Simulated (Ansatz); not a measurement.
Consider BH···HF.

```yaml
atoms:
  - { symbol: B, position_ang: [-0.4393, 0.0003, -0.3291] }
  - { symbol: F, position_ang: [1.9607, 0.0002, 1.2902] }
  - { symbol: H, position_ang: [1.1769, -0.0004, 0.7507] }
  - { symbol: H, position_ang: [-1.4620, -0.0001, -0.9981] }
```

Method: RKS PBE0-D4/def2-TZVP (Ansatz).

### What can the converged electron density and electron localisation function tell about the bonding?

B1···H3 (1.94 Å): the density falls to about 0.27 e/Å³ on the way; the ELF dips to about 0.30 between them.
F–H (0.95 Å): ρ is about 4.4 e/Å³ halfway; the ELF climbs to about 1 towards the hydrogen, as it does in any bond to H: a covalent bond by its length.
B–H (1.22 Å): ρ at the midpoint is about 1.3 e/Å³; the ELF peaks at about 1 between the atoms: an ordinary covalent bond to hydrogen.

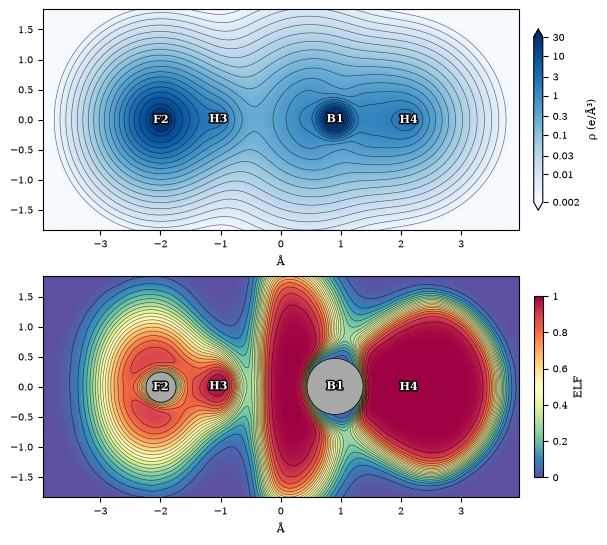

Computed electron density and electron localisation function on a plane that holds the molecular axis, in this order. Grey discs cover the atomic cores in the ELF map. 
